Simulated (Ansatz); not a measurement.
Band structure of Hf5Sc (P-62m, 6 atoms in the cell).

```xyz
6
Lattice="5.5615 0.0000 0.0000 -2.7807 4.8164 0.0000 0.0000 0.0000 5.0245" Properties=species:S:1:pos:R:3 pbc="T T T"
Hf     3.6735     0.0000     0.0000
Hf     0.9440     1.6350     0.0000
Hf    -1.8368     3.1814     0.0000
Hf     0.0000     3.2109     2.5122
Hf     2.7807     1.6055     2.5122
Sc     0.0000     0.0000     2.5122
```

Computed with PBEsol, PAW files made with PBE (plane waves; Ansatz, a program for electronic structure).

Settings: basis.ecutwfc = 420 eV; kpoints.mp_grid.grid = 5 5 5; hamiltonian.xc = pbesol; hamiltonian.pseudopotentials = {kind: paw} (the program's default PAW files); scf.occupations.method = gaussian; scf.occupations.width = 0.1 eV; kpoints.band_path.npoints = 8.

The starting cell comes from a database of computed structures (which also holds hypothetical and non-ambient phases and stackings), without a prior relaxation at this level. Spin-orbit coupling is off.

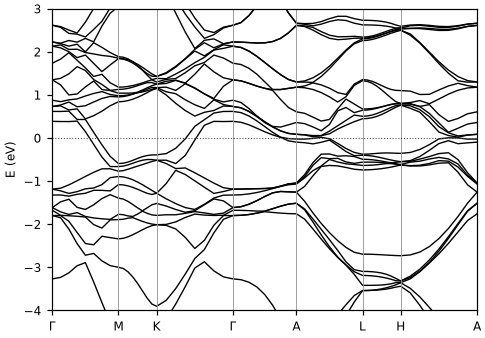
Fig. 1. Bands along the path, energies from the Fermi level.

Levels in eV from the Fermi level, bands 68 to 75:
```json
[
 {"point": "Γ", "68": "-1.19", "69": "-1.19", "70": "0.39", "71": "0.62", "72": "0.73", "73": "0.73", "74": "0.88", "75": "1.35"},
 {"point": "M", "68": "-0.89", "69": "-0.77", "70": "-0.66", "71": "-0.59", "72": "0.84", "73": "0.95", "74": "0.98", "75": "1.04"},
 {"point": "K", "68": "-1.28", "69": "-0.51", "70": "-0.51", "71": "-0.39", "72": "1.15", "73": "1.17", "74": "1.17", "75": "1.25"},
 {"point": "A", "68": "-1.04", "69": "-1.04", "70": "-0.09", "71": "-0.02", "72": "0.09", "73": "0.09", "74": "0.36", "75": "0.61"},
 {"point": "L", "68": "-0.56", "69": "-0.49", "70": "-0.40", "71": "-0.37", "72": "0.45", "73": "0.51", "74": "0.65", "75": "0.67"},
 {"point": "H", "68": "-0.61", "69": "-0.55", "70": "-0.55", "71": "-0.35", "72": "0.76", "73": "0.76", "74": "0.79", "75": "0.80"}
]
```

Bands cross the Fermi level along this path, so the cell is metallic at this level.

Keys are those of Ansatz 0.2.
